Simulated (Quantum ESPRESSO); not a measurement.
**CaHf (Pm-3m): phonons by linear response**

How does CaHf (Pm-3m) vibrate, and is this structure a minimum?

Calculated with Quantum ESPRESSO 7.5; DFT LDA, scalar-relativistic, plane waves, PseudoDojo norm-conserving pseudopotentials.

The structure was built from a prototype and need not be the compound's stable phase.

## (1) The starting structure

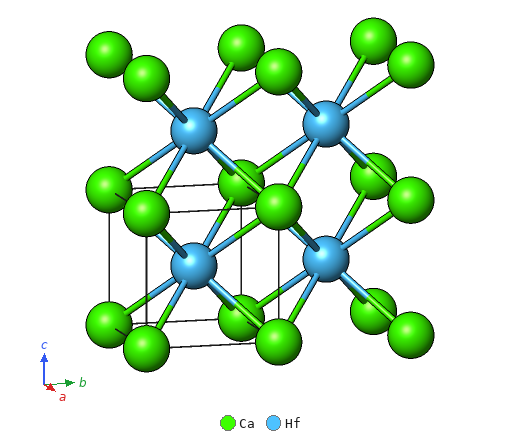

Start, viewed slightly off an axis; calcium green, hafnium blue. 1×2×2 cells are drawn. Some periodic images of atoms are drawn too.

## (2) A first look

A cheap run with smearing and empty bands tells whether the crystal has a gap, which decides between fixed occupations and smearing later on.

probe.in

```
 &control
    calculation='scf',
    prefix='x',
    outdir='./tmp',
    pseudo_dir='./pseudo',
    tprnfor=.true.,
    tstress=.true.,
    verbosity='high',
 /
 &system
    ibrav=1,
    celldm(1)=7.44235519,
    nat=2,
    ntyp=2,
    ecutwfc=60.0,
    occupations='smearing',
    smearing='gaussian',
    degauss=0.01,
 /
 &electrons
    conv_thr=1.0d-07,
    mixing_beta=0.7,
    electron_maxstep=100,
 /
ATOMIC_SPECIES
 Ca     40.0780  Ca.upf
 Hf    178.4900  Hf.upf
ATOMIC_POSITIONS crystal
 Ca     0.000000000   0.000000000   0.000000000
 Hf     0.500000000   0.500000000   0.500000000
K_POINTS automatic
 4 4 4 0 0 0
```

On the command line:

```bash
OMP_NUM_THREADS=1 mpirun -n 4 pw.x -nk 4 -in probe.in > probe.out
```

Output:

```text
[banners, grids, parts of the stress and lines that vanish by symmetry left out]
Program PWSCF v.7.5
     bravais-lattice index     =            1
     lattice parameter (alat)  =       7.4424  a.u.
[...]
kinetic-energy cutoff     =      60.0000  Ry
     charge density cutoff     =     240.0000  Ry
     scf convergence threshold =      1.0E-07
[...]
Exchange-correlation= SLA  PW   NOGX NOGC
                           (   1   4   0   0   0   0   0)
[...]
48 Sym. Ops., with inversion, found
[...]
(     0          1          0      )
                  (     0          0          1      )
[...]
(  0.0000000  1.0000000  0.0000000 )
                  (  0.0000000  0.0000000  1.0000000 )
[...]
(     0         -1          0      )
                  (     0          0          1      )
[...]
(  0.0000000 -1.0000000  0.0000000 )
[...]
(     0          0          1      )
                  (     1          0          0      )
[...]
( -1.0000000  0.0000000  0.0000000 )
                  (  0.0000000  1.0000000  0.0000000 )
[...]
number of k points=    10  Gaussian smearing, width (Ry)=  0.0100
[...]
End of self-consistent calculation
[...]
the Fermi energy is     8.3557 ev
!    total energy              =    -190.11095812 Ry
[...]
convergence has been achieved in   9 iterations
[...]
atom    1 type  1   force =     0.00000000    0.00000000    0.00000000
     atom    2 type  2   force =     0.00000000    0.00000000    0.00000000
[...]
Total force =     0.000000     Total SCF correction =     0.000000
[...]
total   stress  (Ry/bohr**3)                   (kbar)     P=      -70.13
[...]
XML data file, charge density, pseudopotentials, collected wavefunctions

   JOB DONE.
```

Run time: 3.8 s. Hardware: 4 MPI ranks of Arm Neoverse V1, shared host; 15 s of CPU time.

This step gave:

| Quantity | Value |
| --- | --- |
| volume per atom | 30.54 Å³ |
| pressure | -7.013 GPa |
| gap on the k-mesh | 0 eV |

No gap opens on this mesh, so smearing is kept; the start stands at -7.0 GPa.

## (3) Relaxation

The harmonic expansion starts where the forces on the atoms vanish, and stress shifts the frequencies, so cell and atoms are relaxed with tight thresholds.

relax.in

```
 &control
    calculation='vc-relax',
    prefix='x',
    outdir='./tmp',
    pseudo_dir='./pseudo',
    tprnfor=.true.,
    tstress=.true.,
    forc_conv_thr=2.0d-05,
    etot_conv_thr=1.0d-07,
    nstep=40,
 /
 &system
    ibrav=1,
    celldm(1)=7.44235519,
    nat=2,
    ntyp=2,
    ecutwfc=60.0,
    occupations='smearing',
    smearing='gaussian',
    degauss=0.02,
 /
 &electrons
    conv_thr=1.0d-11,
    mixing_beta=0.7,
    electron_maxstep=100,
 /
 &ions
 /
 &cell
    press_conv_thr=0.2,
 /
ATOMIC_SPECIES
 Ca     40.0780  Ca.upf
 Hf    178.4900  Hf.upf
ATOMIC_POSITIONS crystal
 Ca     0.000000000   0.000000000   0.000000000
 Hf     0.500000000   0.500000000   0.500000000
K_POINTS automatic
 8 8 8 0 0 0
```

On the command line:

```bash
OMP_NUM_THREADS=1 mpirun -n 4 pw.x -nk 4 -in relax.in > relax.out
```

Output:

```text
[banners, grids, parts of the stress and lines that vanish by symmetry left out]
[banner, memory and clock lines left out]
Program PWSCF v.7.5

[...]
kinetic-energy cutoff     =      60.0000  Ry
     charge density cutoff     =     240.0000  Ry
     scf convergence threshold =      1.0E-11
[...]
energy convergence thresh.=      1.0E-07
     force convergence thresh. =      2.0E-05
     press convergence thresh. =      2.0E-01
     Exchange-correlation= SLA  PW   NOGX NOGC
                           (   1   4   0   0   0   0   0)
[...]
48 Sym. Ops., with inversion, found
[...]
number of k points=    35  Gaussian smearing, width (Ry)=  0.0200
[...]
c_bands:  1 eigenvalues not converged
     c_bands:  1 eigenvalues not converged
[...]
End of self-consistent calculation
[...]
the Fermi energy is     8.3986 ev
!    total energy              =    -190.11603166 Ry
[...]
convergence has been achieved in  12 iterations
[...]
atom    1 type  1   force =     0.00000000    0.00000000    0.00000000
     atom    2 type  2   force =     0.00000000    0.00000000    0.00000000
     Total force =     0.000000     Total SCF correction =     0.000000
[...]
total   stress  (Ry/bohr**3)                   (kbar)     P=      -69.35
[...]
number of bfgs steps    =   0
[...]
CELL_PARAMETERS (alat=  7.44235519)
[...]
ATOMIC_POSITIONS (crystal)
Ca               0.0000000000        0.0000000000        0.0000000000
Hf               0.5000000000        0.5000000000        0.5000000000
[...]
New effective cutoffs (rho, wfc):  245.23   61.43
[...]
End of self-consistent calculation
[...]
the Fermi energy is     8.7887 ev
!    total energy              =    -190.12235248 Ry
[...]
convergence has been achieved in  16 iterations
[...]
atom    1 type  1   force =     0.00000000    0.00000000    0.00000000
     atom    2 type  2   force =     0.00000000    0.00000000    0.00000000
     Total force =     0.000000     Total SCF correction =     0.000000
[...]
total   stress  (Ry/bohr**3)                   (kbar)     P=      -59.47
[...]
number of bfgs steps    =   1
[...]
WARNING: bfgs curvature condition failed, Theta= 0.955
[...]
CELL_PARAMETERS (alat=  7.44235519)
[...]
ATOMIC_POSITIONS (crystal)
Ca               0.0000000000        0.0000000000        0.0000000000
Hf               0.5000000000        0.5000000000        0.5000000000
[...]
New effective cutoffs (rho, wfc):  254.25   63.69
[...]
End of self-consistent calculation
[...]
the Fermi energy is     9.4070 ev
!    total energy              =    -190.12960083 Ry
[...]
convergence has been achieved in  22 iterations
[...]
atom    1 type  1   force =     0.00000000    0.00000000    0.00000000
     atom    2 type  2   force =     0.00000000    0.00000000    0.00000000
     Total force =     0.000000     Total SCF correction =     0.000000
[...]
total   stress  (Ry/bohr**3)                   (kbar)     P=      -41.42
[...]
number of bfgs steps    =   2
[...]
CELL_PARAMETERS (alat=  7.44235519)
[...]
ATOMIC_POSITIONS (crystal)
[...]
New effective cutoffs (rho, wfc):  268.73   67.32
[...]
number of bfgs steps    =   3
[...]
CELL_PARAMETERS (alat=  7.44235519)
[...]
ATOMIC_POSITIONS (crystal)
[...]
New effective cutoffs (rho, wfc):  270.87   67.86
[...]
End of self-consistent calculation
[...]
the Fermi energy is    10.5628 ev
!    total energy              =    -190.13468924 Ry
[...]
convergence has been achieved in  10 iterations
[...]
atom    1 type  1   force =     0.00000000    0.00000000    0.00000000
     atom    2 type  2   force =     0.00000000    0.00000000    0.00000000
     Total force =     0.000000     Total SCF correction =     0.000000
[...]
total   stress  (Ry/bohr**3)                   (kbar)     P=        0.69
[...]
number of bfgs steps    =   4
[...]
CELL_PARAMETERS (alat=  7.44235519)
[...]
ATOMIC_POSITIONS (crystal)
[...]
New effective cutoffs (rho, wfc):  270.63   67.80
[...]
End of self-consistent calculation
[...]
the Fermi energy is    10.5458 ev
!    total energy              =    -190.13469030 Ry
[...]
convergence has been achieved in   9 iterations
[...]
atom    1 type  1   force =     0.00000000    0.00000000    0.00000000
     atom    2 type  2   force =     0.00000000    0.00000000    0.00000000
     Total force =     0.000000     Total SCF correction =     0.000000
[...]
total   stress  (Ry/bohr**3)                   (kbar)     P=       -0.01
[...]
number of bfgs steps    =   5
[...]
small trust_radius: resetting bfgs history
[...]
CELL_PARAMETERS (alat=  7.44235519)
[...]
ATOMIC_POSITIONS (crystal)
[...]
New effective cutoffs (rho, wfc):  270.63   67.80
[...]
End of self-consistent calculation
[...]
the Fermi energy is    10.5459 ev
!    total energy              =    -190.13469030 Ry
[...]
convergence has been achieved in   2 iterations
[...]
atom    1 type  1   force =     0.00000000    0.00000000    0.00000000
     atom    2 type  2   force =     0.00000000    0.00000000    0.00000000
     Total force =     0.000000     Total SCF correction =     0.000000
[...]
total   stress  (Ry/bohr**3)                   (kbar)     P=       -0.01
[...]
bfgs converged in   7 scf cycles and   6 bfgs steps
[...]
End of BFGS Geometry Optimization
     Final enthalpy           =    -190.1346903033 Ry
     File ./tmp/x.bfgs deleted, as requested
[...]
CELL_PARAMETERS (alat=  7.44235519)
[...]
ATOMIC_POSITIONS (crystal)
Ca               0.0000000000        0.0000000000        0.0000000000
Hf               0.5000000000        0.5000000000        0.5000000000
[...]
Final scf calculation at the relaxed structure.
[...]
kinetic-energy cutoff     =      60.0000  Ry
     charge density cutoff     =     240.0000  Ry
     scf convergence threshold =      1.0E-13
[...]
press convergence thresh. =      2.0E-01
     Exchange-correlation= SLA  PW   NOGX NOGC
                           (   1   4   0   0   0   0   0)
[...]
48 Sym. Ops., with inversion, found
[...]
number of k points=    35  Gaussian smearing, width (Ry)=  0.0200
[...]
c_bands:  1 eigenvalues not converged
     c_bands:  5 eigenvalues not converged
[...]
c_bands:  5 eigenvalues not converged
     c_bands:  2 eigenvalues not converged
[...]
End of self-consistent calculation
[...]
the Fermi energy is    10.5459 ev
!    total energy              =    -190.13443775 Ry
[...]
convergence has been achieved in  18 iterations
[...]
atom    1 type  1   force =     0.00000000    0.00000000    0.00000000
     atom    2 type  2   force =     0.00000000    0.00000000    0.00000000
     Total force =     0.000000     Total SCF correction =     0.000000
[...]
total   stress  (Ry/bohr**3)                   (kbar)     P=       -1.07
[...]
XML data file, charge density, pseudopotentials, collected wavefunctions
```

Elapsed: 80 s, on 4 MPI ranks.

Relaxation path:

```tsv
step	energy less that of the first step (eV)	largest force (eV/Å)	pressure (GPa)	volume (Å³)
1	0.0000	0.0000	-6.93	61.09
2	-0.0860	0.0000	-5.95	58.95
3	-0.1846	0.0000	-4.14	55.84
4	-0.2529	0.0000	-0.54	51.39
5	-0.2538	0.0000	0.07	50.78
6	-0.2539	0.0000	0.00	50.85
7	-0.2539	0.0000	0.00	50.85
8	-0.2504	0.0000	-0.11	50.85
```

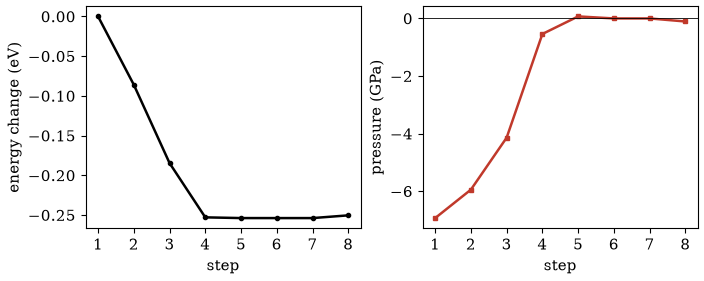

Energy and pressure along the relaxation.

```tsv
conventional cell, symmetrised	before	after	change
a (Å)	3.938	3.705	-5.9 %
b (Å)	3.938	3.705	-5.9 %
c (Å)	3.938	3.705	-5.9 %
volume (Å³/atom)	30.54	25.42	-16.8 %
```

Final coordinates:

```cif
data_structure
_symmetry_space_group_name_H-M 'P 1'
_symmetry_Int_Tables_number 1
_cell_length_a 3.7048
_cell_length_b 3.7048
_cell_length_c 3.7048
_cell_angle_alpha 90.000
_cell_angle_beta 90.000
_cell_angle_gamma 90.000
_cell_volume 50.85
loop_
_atom_site_label
_atom_site_type_symbol
_atom_site_fract_x
_atom_site_fract_y
_atom_site_fract_z
_atom_site_occupancy
Ca1 Ca 0.00000 0.00000 0.00000 1
Hf2 Hf 0.50000 0.50000 0.50000 1
```

The last row of the table of steps is pw.x's closing run on a basis chosen anew for the final cell, so its energy can jump.

This step gave:

```yaml
volume_per_atom: 25.42 Å³
pressure: -0.1070 GPa
```

The volume changes by -16.8 % from the cell with which this run began.

## (4) Relaxation

A variable-cell run keeps the plane waves of its start, so its end shows a stress on a fresh basis; a second run from that cell removes it.

Changes to relax.in since step 3:

```diff
@@ -13,3 +13,3 @@
     ibrav=1,
-    celldm(1)=7.44235519,
+    celldm(1)=7.00102048,
     nat=2,
```

Output:

```text
[banners, grids, parts of the stress and lines that vanish by symmetry left out]
[banner, memory and clock lines left out]
Program PWSCF v.7.5

[...]
kinetic-energy cutoff     =      60.0000  Ry
     charge density cutoff     =     240.0000  Ry
     scf convergence threshold =      1.0E-11
[...]
energy convergence thresh.=      1.0E-07
     force convergence thresh. =      2.0E-05
     press convergence thresh. =      2.0E-01
     Exchange-correlation= SLA  PW   NOGX NOGC
                           (   1   4   0   0   0   0   0)
[...]
48 Sym. Ops., with inversion, found
[...]
number of k points=    35  Gaussian smearing, width (Ry)=  0.0200
[...]
c_bands:  1 eigenvalues not converged
[...]
End of self-consistent calculation
[...]
the Fermi energy is    10.5459 ev
!    total energy              =    -190.13443775 Ry
[...]
convergence has been achieved in  12 iterations
[...]
atom    1 type  1   force =     0.00000000    0.00000000    0.00000000
     atom    2 type  2   force =     0.00000000    0.00000000    0.00000000
     Total force =     0.000000     Total SCF correction =     0.000000
[...]
total   stress  (Ry/bohr**3)                   (kbar)     P=       -1.07
[...]
number of bfgs steps    =   0
[...]
CELL_PARAMETERS (alat=  7.00102048)
[...]
ATOMIC_POSITIONS (crystal)
Ca               0.0000000000        0.0000000000        0.0000000000
Hf               0.5000000000        0.5000000000        0.5000000000
[...]
New effective cutoffs (rho, wfc):  239.30   60.00
[...]
End of self-consistent calculation
[...]
the Fermi energy is    10.5528 ev
!    total energy              =    -190.13443892 Ry
[...]
convergence has been achieved in   6 iterations
[...]
atom    1 type  1   force =     0.00000000    0.00000000    0.00000000
     atom    2 type  2   force =     0.00000000    0.00000000    0.00000000
     Total force =     0.000000     Total SCF correction =     0.000000
[...]
total   stress  (Ry/bohr**3)                   (kbar)     P=       -0.78
[...]
number of bfgs steps    =   1
[...]
CELL_PARAMETERS (alat=  7.00102048)
[...]
ATOMIC_POSITIONS (crystal)
Ca               0.0000000000        0.0000000000        0.0000000000
Hf               0.5000000000        0.5000000000        0.5000000000
[...]
New effective cutoffs (rho, wfc):  239.43   60.04
[...]
End of self-consistent calculation
[...]
the Fermi energy is    10.5631 ev
!    total energy              =    -190.13443999 Ry
[...]
convergence has been achieved in   8 iterations
[...]
atom    1 type  1   force =     0.00000000    0.00000000    0.00000000
     atom    2 type  2   force =     0.00000000    0.00000000    0.00000000
     Total force =     0.000000     Total SCF correction =     0.000000
[...]
total   stress  (Ry/bohr**3)                   (kbar)     P=       -0.35
[...]
number of bfgs steps    =   2
[...]
CELL_PARAMETERS (alat=  7.00102048)
[...]
ATOMIC_POSITIONS (crystal)
[...]
New effective cutoffs (rho, wfc):  239.54   60.06
[...]
End of self-consistent calculation
[...]
the Fermi energy is    10.5713 ev
!    total energy              =    -190.13444025 Ry
[...]
convergence has been achieved in   7 iterations
[...]
atom    1 type  1   force =     0.00000000    0.00000000    0.00000000
     atom    2 type  2   force =     0.00000000    0.00000000    0.00000000
     Total force =     0.000000     Total SCF correction =     0.000000
[...]
total   stress  (Ry/bohr**3)                   (kbar)     P=        0.00
[...]
number of bfgs steps    =   3
[...]
small trust_radius: resetting bfgs history
[...]
CELL_PARAMETERS (alat=  7.00102048)
[...]
ATOMIC_POSITIONS (crystal)
[...]
New effective cutoffs (rho, wfc):  239.54   60.06
[...]
End of self-consistent calculation
[...]
the Fermi energy is    10.5713 ev
!    total energy              =    -190.13444025 Ry
[...]
convergence has been achieved in   1 iterations
[...]
atom    1 type  1   force =     0.00000000    0.00000000    0.00000000
     atom    2 type  2   force =     0.00000000    0.00000000    0.00000000
     Total force =     0.000000     Total SCF correction =     0.000000
[...]
total   stress  (Ry/bohr**3)                   (kbar)     P=        0.00
[...]
bfgs converged in   5 scf cycles and   4 bfgs steps
[...]
End of BFGS Geometry Optimization
     Final enthalpy           =    -190.1344402506 Ry
     File ./tmp/x.bfgs deleted, as requested
[...]
CELL_PARAMETERS (alat=  7.00102048)
[...]
ATOMIC_POSITIONS (crystal)
Ca               0.0000000000        0.0000000000        0.0000000000
Hf               0.5000000000        0.5000000000        0.5000000000
[...]
Final scf calculation at the relaxed structure.
[...]
kinetic-energy cutoff     =      60.0000  Ry
     charge density cutoff     =     240.0000  Ry
     scf convergence threshold =      1.0E-13
[...]
press convergence thresh. =      2.0E-01
     Exchange-correlation= SLA  PW   NOGX NOGC
                           (   1   4   0   0   0   0   0)
[...]
48 Sym. Ops., with inversion, found
[...]
number of k points=    35  Gaussian smearing, width (Ry)=  0.0200
[...]
c_bands:  4 eigenvalues not converged
     c_bands:  4 eigenvalues not converged
     c_bands:  5 eigenvalues not converged
[...]
c_bands:  5 eigenvalues not converged
     c_bands:  3 eigenvalues not converged
[...]
End of self-consistent calculation
[...]
the Fermi energy is    10.5713 ev
!    total energy              =    -190.13443545 Ry
[...]
convergence has been achieved in  14 iterations
[...]
atom    1 type  1   force =     0.00000000    0.00000000    0.00000000
     atom    2 type  2   force =     0.00000000    0.00000000    0.00000000
     Total force =     0.000000     Total SCF correction =     0.000000
[...]
total   stress  (Ry/bohr**3)                   (kbar)     P=       -0.02
[...]
XML data file, charge density, pseudopotentials, collected wavefunctions
```

The job ended after 37 s (4 MPI ranks; 2.4 min of CPU time).

Little changed from the start: no atom moved by 0.005 Å and no cell edge by 0.1 %.

The last row of the table of steps is pw.x's closing run on a basis chosen anew for the final cell, so its energy can jump.

Read from the output:

* volume per atom: 25.37 Å³
* pressure: -0.002 GPa

The volume changes by -0.2 % from the cell with which this run began.

## (5) Ground state

Perturbation theory inherits every error of the wavefunctions, so the threshold is set near the limit of the arithmetic. Smearing stays on, as the first look found no gap above 0.3 eV.

scf.in

```
 &control
    calculation='scf',
    prefix='x',
    outdir='./tmp',
    pseudo_dir='./pseudo',
    tprnfor=.true.,
    tstress=.true.,
 /
 &system
    ibrav=1,
    celldm(1)=6.99633127,
    nat=2,
    ntyp=2,
    ecutwfc=60.0,
    occupations='smearing',
    smearing='gaussian',
    degauss=0.02,
 /
 &electrons
    conv_thr=1.0d-12,
    mixing_beta=0.7,
    electron_maxstep=100,
 /
ATOMIC_SPECIES
 Ca     40.0780  Ca.upf
 Hf    178.4900  Hf.upf
ATOMIC_POSITIONS crystal
 Ca     0.000000000   0.000000000   0.000000000
 Hf     0.500000000   0.500000000   0.500000000
K_POINTS automatic
 8 8 8 0 0 0
```

On the command line:

```bash
OMP_NUM_THREADS=1 mpirun -n 4 pw.x -nk 4 -in scf.in > scf.out
```

Output:

```text
[banners, grids, parts of the stress and lines that vanish by symmetry left out]
[banner, memory and clock lines left out]
Program PWSCF v.7.5

[...]
kinetic-energy cutoff     =      60.0000  Ry
     charge density cutoff     =     240.0000  Ry
     scf convergence threshold =      1.0E-12
[...]
Exchange-correlation= SLA  PW   NOGX NOGC
                           (   1   4   0   0   0   0   0)
[...]
48 Sym. Ops., with inversion, found
[...]
number of k points=    35  Gaussian smearing, width (Ry)=  0.0200
[...]
End of self-consistent calculation
[...]
the Fermi energy is    10.5713 ev
!    total energy              =    -190.13443545 Ry
[...]
convergence has been achieved in  14 iterations
[...]
atom    1 type  1   force =     0.00000000    0.00000000    0.00000000
     atom    2 type  2   force =     0.00000000    0.00000000    0.00000000
     Total force =     0.000000     Total SCF correction =     0.000000
[...]
total   stress  (Ry/bohr**3)                   (kbar)     P=       -0.02
[...]
XML data file, charge density, pseudopotentials, collected wavefunctions
```

Run time: 11 s. Hardware: 4 MPI ranks.

The cell stands at -0.002 GPa, close enough for phonons.

(Part 1 of 3 ends here.)

[Host names and launcher messages were left out of these logs when they were recorded.]

[Logs are printed without paths, hosts, clocks, repeated set-up lines and the standing remarks that a program may print on its own settings, such as how far it seeks lower states.]

[Hosts, paths, dates, database ids (printed as entryN), source tags and the programs' standing remarks are cut or masked in the printed files.]
